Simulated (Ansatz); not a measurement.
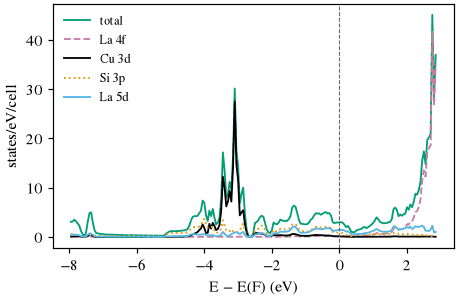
Figure. Total and projected density of states of La₂CuSi₃ in space group P-6m2 (No. 187; Pearson symbol hP6), the program Ansatz at the r²SCAN level (PAW)

### Question
Which orbitals carry the states next to the Fermi level?

### Answer
Within 0.5 eV of the Fermi level: La 5d 43 %, Si 3p 34 %, Si 3s 6 %, La 4f 5 %, outside the projected shells 5 %. Projections are on Löwdin-orthogonalised atomic valence shells; empty p or d shells of many metals are not among them.

### Question
Where is the tallest occupied peak in this window, and what makes it?

### Answer
Near -3.1 eV, about 30 states/eV per cell; the largest projected share is Cu 3d.

The workflow started from a Materials Project entry (that database holds measured and hypothetical structures alike); the Crystallography Open Database copy checked does not list it. With Si and Cu taken as one species the cell has the higher symmetry P6/mmm, so it may be an ordered model of a mixed-site phase. Its standing as an ambient phase is unchecked. Symmetry was held in the r²SCAN relaxation; its stability against distortions is not shown here. The run is not spin-polarised. Scalar-relativistic: spin–orbit coupling is off unless named, which matters more the heavier the elements.

Potentials: the later of the program's two PAW sets.
